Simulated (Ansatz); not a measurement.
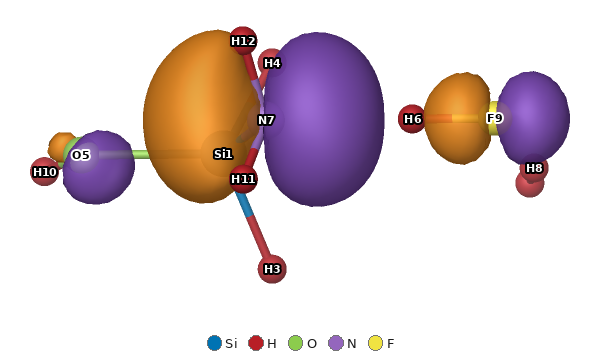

The picture shows: H₅NOSi···H₂···HF. The HOMO−1 at ±0.15 Å⁻³ᐟ² (orange and purple are the two phases), seen from one side.

The product side of a reaction path; geometry: PBE0-D4/def2-TZVP.

The calculation used RKS PBE0-D4/def2-TZVPP in Ansatz 0.2.0.

```xyz
12

Si   -0.1584    0.7874    0.5858
H    -1.3060   -2.8586    0.8097
H     0.4453   -0.1343    1.5768
H    -1.5620    0.4194    0.2848
O    -0.0522    2.3496    1.0888
H     0.6151   -1.0016   -1.3912
N     0.7427    0.6093   -0.8887
H    -0.8897   -2.7753    0.1937
F     0.5342   -1.9147   -1.6631
H    -0.5059    2.6107    1.8914
H     1.7402    0.7658   -0.8107
H     0.3968    1.1423   -1.6774
```

Q: Where does this orbital lie, and at what energy?

A: Its weight (Hirshfeld) is mainly on N7 (about 60 %) and F9 (about 10 %). Its energy is −9.07 eV.
